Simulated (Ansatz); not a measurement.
Base system: Na2S in the anti-fluorite structure (space group Fm-3m, No. 225; a = 6.5014 Å).

Now apply this change: every lattice vector is shortened by 1.00 %, atoms relaxed at fixed cell.

Method: plane-wave PAW DFT at the PBEsol level (Ansatz, a program for electronic structure, 420 eV), without spin-orbit coupling.

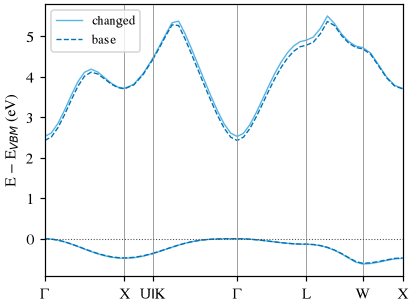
Highest valence and lowest conduction band along the path, each from its own valence-band maximum

The gap is 2.53 eV, direct at Γ; the base has 2.43 eV.

The cells carry an imposed strain or load. Whether these cells are dynamically stable was not tested.
